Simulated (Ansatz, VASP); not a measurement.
# MgB: VASP beside Ansatz, part 2 of 2

One calculation is typed for both programs; each brings its own data sets and cutoff. How far apart do they land? The cell is invented: As first built, before any earlier steps moved the atoms: it takes the MgAl structure with some of its atoms replaced by other elements, volume scaled by an estimate. It may not be a known or stable phase. The cell comes out of the VASP series on this material, whose earlier steps may have relaxed, scaled or displaced it; both programs get it as it stands.

VASP 6.6.1 and Ansatz 0.2.0.

So far: Set-up; VASP: band structure, HSE06.

## Step 3: Ansatz: band structure, HSE06

Level of this step: Ansatz beside VASP: Kohn-Sham DFT, plane waves, HSE06 (Ansatz).

Ansatz runs on its default PAW (the set named soft_2) files.

The same cell, functional, mesh and smearing now go to Ansatz, which takes its cutoff from its data sets.

File input.yaml:

```yaml
crystal:
  lattice:
    - [2.8941936783, 0.0, 0.0]
    - [0.0, 2.8941936783, 0.0]
    - [0.0, 0.0, 2.8941936783]
  atoms:
    - { symbol: Mg, position: [0.5, 0.5, 0.5] }
    - { symbol: B, position: [0.0, 0.0, 0.0] }
hamiltonian:
  xc: { exchange: pbe, correlation: pbe, exx: { coeff: 0.25, omega: 0.2 } }
  pseudopotentials: { kind: paw }
kpoints:
  mp_grid: { grid: [5, 5, 5] }
  band_path:
    path:
      - [0.0, 0.0, 0.0]
      - [0.0, 0.27778, 0.0]
      - [0.0, 0.5, 0.0]
      - [0.33333, 0.5, 0.0]
      - [0.44444, 0.44444, 0.0]
      - [0.16667, 0.16667, 0.0]
      - [0.11111, 0.11111, 0.11111]
      - [0.38889, 0.38889, 0.38889]
      - [0.38889, 0.5, 0.38889]
      - [0.05556, 0.5, 0.05556]
      - [0.5, 0.5, 0.16667]
      - [0.5, 0.5, 0.5]
    npoints: 1
scf:
  occupations: { method: gaussian, width: 0.02 }
  n_extra_bands: 7
output:
  forces: true
  stress: true
  eigenvalues: true
```

Run with:

```bash
> ansatz run input.yaml --threads 4 --pin off --max-ram 9216MiB --backend cpu --events-out ev --progress --plain --runs-dir out
```

Numbers of over 12 decimals in the logs are rounded to 6 here.

The log of the run:

```text
Warning: output.stress: scf.convergence.dr2_threshold = 1e-7 eV (the SCF's general default) is looser than the 2e-10 eV advised for a printed stress (1e-10 eV for each atom of the cell: 2). What an SCF threshold leaves in a stress goes as its square root, and in the free energy as the threshold itself, and one threshold admits the most on a small cell: [figures from the program's tests cut] Set scf.convergence.dr2_threshold to 2e-10 eV or tighter. The threshold is an SCF's pass mark: one that does not reach it within its budget of iterations ends unconverged, or closes short of it on a stop that the run arms, and scf.convergence.dr2_threshold's page says what that costs each kind of run
Warning: output.stress: scf.exx.energy_threshold = 1e-6 eV is looser than the 2e-8 eV advised for a stress under a hybrid functional (1e-8 eV for each atom of the cell: 2). Every SCF of the exchange loop can meet its threshold on dr2 while the loop round them stops early: no threshold on dr2 bounds what that leaves in the stress. Set scf.exx.energy_threshold to 2e-8 eV or tighter. The threshold is the loop's pass mark: a loop that does not reach it within its budget of cycles ends unconverged, and scf.exx.energy_threshold's page has the law
scf.n_extra_bands = 7 over 7 filled bands (N_el = 13.0): the run solves 14 bands
Engine: ansatz 0.2.0, x86_64-unknown-linux-gnu
Pseudopotentials: kind: paw
Pseudopotential: Mg, paw, valence charge 10, recommended cutoff 420 eV (normal), Mg.paw.azcp
Pseudopotential: B, paw, valence charge 3, recommended cutoff 420 eV (normal), B.paw.azcp
Functional definition: unnamed
  parameter a_1 = 0.25
  parameter omega_1 = 0.2/angstrom
  exchange = pbe_x + (-a_1)*pbe_x_sr(omega_1) + a_1*exact_x_sr(omega_1)
  correlation = pbe_c
Crystal: 2 atoms, lattice volume = 24.243 Å³
Basis set: ecut = 420 eV, 461 PW (Γ), exchange–correlation on 40×40×40 points (8 copies of the dense FFT grid, shifted against one another)
Bands: 14, of which v1, the nominal top of the filled ones, is band 7 counted from 1 (6 counted from 0)
Symmetry: 48 space group operations
Space group: Pm-3m (ITA 221), of the structure as read, at distance tolerance 2.9e-5 Å
k-points: 10 of 125
Non-local potential: Mg, projectors of the file, l = 0: 3, l = 1: 2, l = 2: 1
Non-local potential: B, projectors of the file, l = 0: 2, l = 1: 2, l = 2: 1
PAW form: soft (Blöchl's): semilocal exchange-correlation on the pseudo side does not see the compensation charge
PAW frozen core: Mg, regenerated for the run's functional, and the local potential with it (the file was generated under x = pbe(κ = 0.804, μ = 0.219515), c = pbe(β = 0.066725))
PAW frozen core: B, regenerated for the run's functional, and the local potential with it (the file was generated under x = pbe(κ = 0.804, μ = 0.219515), c = pbe(β = 0.066725))
PAW one-centre angular grid: Mg, 110 points (default); XC on 96 Gauss nodes
PAW one-centre angular grid: B, 110 points (default); XC on 64 Gauss nodes
Initial density: superposition of atomic densities (neutral atoms: chi_scale 0, normalization atom), corrected by the library's trained network
Initial wavefunctions: pseudopotential atomic-orbital guess
Functional: x = pbe(κ = 0.804, μ = 0.219515), c = pbe(β = 0.066725), warm-up for x = pbe(κ = 0.804, μ = 0.219515) + 0.25 (exact − pbe) at short range (hse, ω = 0.2 Å⁻¹), c = pbe(β = 0.066725)
SCF iter   1: F=—  HF=-2078.022007 eV  |F-HF|=—  |Δ(HF+E_count)|=         —  Δρ=1.71e-3  dr2=1.06e-3  ethr=1.77e-3  ⟨swp⟩=6.5  Hψ=635  notcnv=0
preconditioner: auto → none  [insulator: Δε(μ)=0.150 eV  Ē_g=14.549 eV  σ=0.020 eV  W_gap=0.71  n_scr=6 (ndim 8)  ℏωp=16.9 eV  f_vac=0.000  D(μ)=4.66/eV (n_scr^D=80)]
iter 2 solved again at ethr=1.98e-7 eV; its pass at ethr=8.19e-6 eV (dr2=2.57e-5 eV) is discarded
SCF iter   2: F=—  HF=-2078.021674 eV  |F-HF|=—  |Δ(HF+E_count)|=   3.33e-4  Δρ=3.46e-4  dr2=2.56e-5  ethr=1.98e-7  ⟨swp⟩=3.2  Hψ=549  notcnv=0
SCF iter   3: F=—  HF=-2078.021699 eV  |F-HF|=—  |Δ(HF+E_count)|=   2.50e-5  Δρ=1.27e-4  dr2=1.18e-6  ethr=1.97e-7  ⟨swp⟩=2.4  Hψ=211  notcnv=0
SCF iter   4: F=—  HF=-2078.021705 eV  |F-HF|=—  |Δ(HF+E_count)|=   6.32e-6  Δρ=7.09e-6  dr2=4.61e-9  ethr=9.10e-9  ⟨swp⟩=3.0  Hψ=241  notcnv=0
SCF iter   5: F=—  HF=-2078.021705 eV  |F-HF|=—  |Δ(HF+E_count)|=   8.17e-9  Δρ=3.44e-6  dr2=1.15e-9  ethr=3.54e-11  ⟨swp⟩=4.0  Hψ=296  notcnv=0
SCF iter   6: F=-2078.021705 eV  HF=-2078.021705 eV  |F-HF|=3.56e-10  |Δ(HF+E_count)|=  3.00e-10  Δρ=1.70e-6  dr2=2.69e-10  ethr=8.88e-12  ⟨swp⟩=2.0  Hψ=205  notcnv=0
SCF 1 converged in 6 iterations: F = -2078.021705 eV  dr2 = 2.69e-10
  greatest PAW one-centre occupation: 1.000 electrons in one spin orbital (limit 2), on the Mg atom at site 0 (counted from 0), in its partial waves of l = 0
Initial density: handed on by an earlier stage of this run
Initial wavefunctions: those handed on with the density
Functional: x = pbe(κ = 0.804, μ = 0.219515) + 0.25 (exact − pbe) at short range (hse, ω = 0.2 Å⁻¹), c = pbe(β = 0.066725)
Exchange kernel: α = 0.2500, screened, ω = 0.2000 Å⁻¹, Wigner–Seitz truncation, v(0) = 1097.6785 eV·Å³, q-mesh 5×5×5, nearest image of the exchange supercell L = 14.47 Å, pair-density grid 15×15×15, without the augmentation charges, whose exchange is taken in its separable form by FFT convolution over the k-point mesh (sized by the pseudopotential files, 20×20×20 at the most), smooth part of the exact exchange by density-matrix convolution
Frozen-core exchange: fock
iter 1 solved again at ethr=5.86e-5 eV; its pass at ethr=1.00e-1 eV (dr2=7.61e-3 eV) is discarded
SCF iter   1: F=—  HF=-2078.208585 eV  |F-HF|=—  |Δ(HF+E_count)|=         —  Δρ=6.23e-3  dr2=8.06e-3  ethr=5.86e-5  ⟨swp⟩=3.8  Hψ=640  notcnv=0
preconditioner: auto → none  [insulator: Δε(μ)=0.267 eV  Ē_g=16.142 eV  σ=0.020 eV  W_gap=0.71  n_scr=6 (ndim 8)  ℏωp=16.9 eV  f_vac=0.000  D(μ)=4.66/eV (n_scr^D=80)]
SCF iter   2: F=—  HF=-2078.203877 eV  |F-HF|=—  |Δ(HF+E_count)|=   4.71e-3  Δρ=1.52e-3  dr2=4.35e-4  ethr=5.86e-5  ⟨swp⟩=3.0  Hψ=328  notcnv=0
SCF iter   3: F=—  HF=-2078.203703 eV  |F-HF|=—  |Δ(HF+E_count)|=   1.74e-4  Δρ=3.49e-4  dr2=1.26e-4  ethr=2.47e-6  ⟨swp⟩=2.4  Hψ=232  notcnv=0
SCF iter   4: F=—  HF=-2078.203697 eV  |F-HF|=—  |Δ(HF+E_count)|=   6.86e-6  Δρ=1.71e-5  dr2=1.03e-4  ethr=1.73e-7  ⟨swp⟩=3.0  Hψ=232  notcnv=0
SCF iter   5: F=—  HF=-2078.205185 eV  |F-HF|=—  |Δ(HF+E_count)|=   1.49e-3  Δρ=4.46e-4  dr2=3.88e-5  ethr=2.97e-10  ⟨swp⟩=5.0  Hψ=556  notcnv=0
SCF iter   6: F=-2078.205163 eV  HF=-2078.205162 eV  |F-HF|=4.07e-7  |Δ(HF+E_count)|=   2.31e-5  Δρ=1.74e-5  dr2=6.65e-7  ethr=2.97e-10  ⟨swp⟩=4.4  Hψ=449  notcnv=0
SCF 2 stopped early in 6 iterations: F = -2078.205163 eV  dr2 = 6.65e-7
hybrid outer 1: dexx = +1.513e-3 eV, tail = 1.86e-5 eV
Exchange kernel: α = 0.2500, screened, ω = 0.2000 Å⁻¹, Wigner–Seitz truncation, v(0) = 1097.6785 eV·Å³, q-mesh 5×5×5, nearest image of the exchange supercell L = 14.47 Å, pair-density grid 15×15×15, without the augmentation charges, whose exchange is taken in its separable form by FFT convolution over the k-point mesh (sized by the pseudopotential files, 20×20×20 at the most), smooth part of the exact exchange by density-matrix convolution
Frozen-core exchange: fock
SCF iter   1: F=—  HF=-2078.205105 eV  |F-HF|=—  |Δ(HF+E_count)|=         —  Δρ=5.17e-5  dr2=1.22e-6  ethr=7.14e-7  ⟨swp⟩=2.2  Hψ=282  notcnv=0
preconditioner: auto → none  [insulator: Δε(μ)=0.267 eV  Ē_g=16.160 eV  σ=0.020 eV  W_gap=0.71  n_scr=6 (ndim 8)  ℏωp=16.9 eV  f_vac=0.000  D(μ)=4.66/eV (n_scr^D=80)]
SCF iter   2: F=—  HF=-2078.205105 eV  |F-HF|=—  |Δ(HF+E_count)|=   2.41e-7  Δρ=9.82e-6  dr2=6.59e-7  ethr=4.75e-9  ⟨swp⟩=3.0  Hψ=236  notcnv=0
SCF iter   3: F=—  HF=-2078.205116 eV  |F-HF|=—  |Δ(HF+E_count)|=   1.15e-5  Δρ=1.98e-5  dr2=1.10e-7  ethr=7.13e-11  ⟨swp⟩=4.0  Hψ=381  notcnv=0
SCF iter   4: F=-2078.205116 eV  HF=-2078.205116 eV  |F-HF|=1.82e-11  |Δ(HF+E_count)|=   5.00e-8  Δρ=2.00e-6  dr2=5.73e-9  ethr=7.13e-11  ⟨swp⟩=3.0  Hψ=270  notcnv=0
SCF 3 converged in 4 iterations: F = -2078.205116 eV  dr2 = 5.73e-9
  Residual-converged pass: ⟨swp⟩=2.6  Hψ=195  notcnv=0  max |occ|·‖R‖ = 2.4e-6 eV (tolerance 2.4e-6 eV)  dr2=5.73e-9  dr2_onsite=1.66e-10  max |Δocc| = 0.0e0
hybrid outer 2: dexx = +8.858e-8 eV, tail = 1.72e-8 eV, Δε = 1.40e-3 eV (about 9.51e-5 eV left of the loop's levels)
NSCF: frozen V_eff on 12 k-points
hybrid SCF converged: 2 outer / 10 inner (+6 warm-up), last move |dexx| = 8.86e-8 eV, tail = 1.72e-8 eV
Stability not checked: this state was not tested for a lower state beside it, because the functional holds exact exchange (a hybrid, or Hartree-Fock), whose exchange loop this test does not read (fock_operator; see scf.lower_state_search)
Free energy (F): -2078.205116 eV
Frozen-core exchange: fock
Harris-Foulkes:  -2078.205116 eV  (|F-HF|=1.82e-11)
Internal energy: -2078.204184 eV  (E = F + TS)
E sigma→0 (E₀):  -2078.204650 eV
Entropy (-TS):   -0.000932 eV (-0.466 meV/atom)
Fermi energy:    8.471220 eV
--- Per-component energies (eV) ---
  E_band       = -350.416431
  E_kinetic    = 118.042643
  E_local      = -1534.011583  (includes V_loc(G=0)·N_el)
  E_nonlocal   = 107.491506
  E_hartree    = 549.022652
  E_xc         = -49.169347
  E_vxc        = -60.044904  (∫ρ·V_xc dr)
  E_exx        = -56.004892  (= α·E_x^exact, valence–valence)
  E_paw        = -324.477304  (= ΣΔE_a)
  E_vpaw       = 32.069785  (= ΣTr[D̂ρ^β])
  E_aug_tail   = -0.000003  (compensation charges beyond the density's cutoff)
  E_ewald      = -889.050401
  E_core_change = -0.047453  (= ΣΔE_core)
  E_smearing   = -0.000932  (= −TS)
  E_closure    = 0.000000  (closes the sum)
  Σ components = -2078.205116   (vs F -2078.205116, Δ=0.00e0)
--- Forces (eV/Å), atoms counted from 1 ---
  atom   1  Mg     0.00000000    -0.00000000    -0.00000000
  atom   2  B     -0.00000000    -0.00000000     0.00000000
  max |Σ_I F_I| component: 1.34e-29 eV/Å
--- Stress (GPa, compression-positive) ---
       -0.654180      -0.000000       0.000000
       -0.000000      -0.654180       0.000000
        0.000000       0.000000      -0.654180
  P = ⅓ Tr σ = -0.6542 GPa (-6.542 kbar)
--- Band table (eV; the first three rows and the last of 10) ---
  k-point 0: bands = [... 3 lower, -37.1236, -4.0349, 11.3721, 11.3721, 11.3721, 15.9045, 15.9045, 18.2804, ... 3 higher]
  k-point 1: bands = [... 3 lower, -37.1219, -3.3331, 7.4189, 11.7925, 11.7925, 16.6719, 18.0374, 20.4902, ... 3 higher]
  k-point 2: bands = [... 3 lower, -37.1193, -1.3750, 2.8879, 12.6273, 12.6273, 18.9046, 19.4669, 21.6125, ... 3 higher]
  k-point 9: bands = [... 3 lower, -37.1588, 3.4983, 6.7867, 6.7867, 8.1307, 13.8261, 13.8261, 13.9240, ... 3 higher]
```

It took 8.6 s on 4 threads of AMD EPYC 9R45, shared host; peak memory 0.59 GiB.

In the SCF lines HF is the Harris–Foulkes energy and dr2 the Hartree energy of the density residual, in eV; the loop may stop once dr2 is under the threshold and the program's other checks hold. Hψ counts applications of the Hamiltonian.

## Step 4: Side by side

Known differences besides the PAW data sets themselves: exact exchange at q = 0 is treated differently, which shows on coarse meshes; VASP keeps PBE cores, Ansatz makes them for the functional; the data sets hold 13 valence electrons in Ansatz (default PAW (the set named soft_2) files) and 5 in VASP; VASP takes a coarser grid for exact exchange (PRECFOCK = Fast). Total energies have different zeros and are not compared.

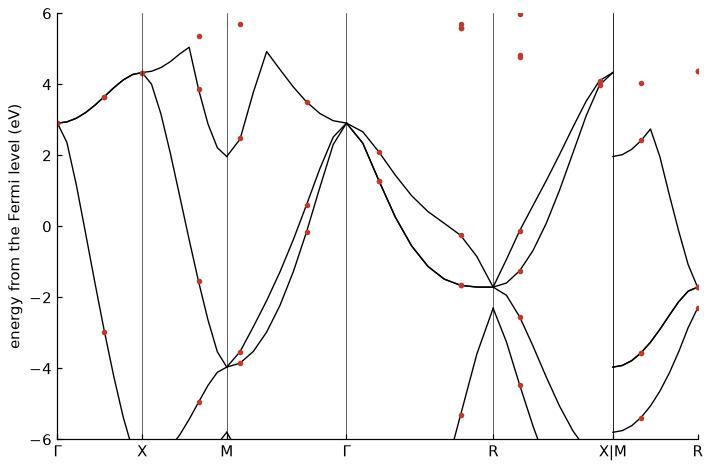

Bands from VASP (lines) and levels from Ansatz (dots). Dots without a line are higher empty bands that the VASP plot leaves out.

Levels from 3 eV below to 2 eV above the Fermi level differ by 5 meV r.m.s. and 9 meV at most; each VASP level is matched to the nearest of Ansatz, which flatters the figure a little.

## Step 5: Summary of results

```
r.m.s. difference of levels near the Fermi level (band structure, HSE06) : 5.2 meV
```

**Reading.** The r.m.s. difference of levels near the Fermi level is 5.2 meV (band structure, HSE06), within the 80 meV picked in this series as the mark of a large difference. Differences of this kind measure data sets and numerical settings, not the functional's error against experiment.

[Lines on the potential files, build, host, timing and source positions are cut from VASP's logs without a mark.]

[Logs are printed without paths, hosts, clocks, repeated set-up lines and the standing remarks that a program may print on its own settings, such as how far it seeks lower states.]

[Hosts, paths, dates, database ids (printed as entryN), source tags and the programs' standing remarks are cut or masked in the printed files.]
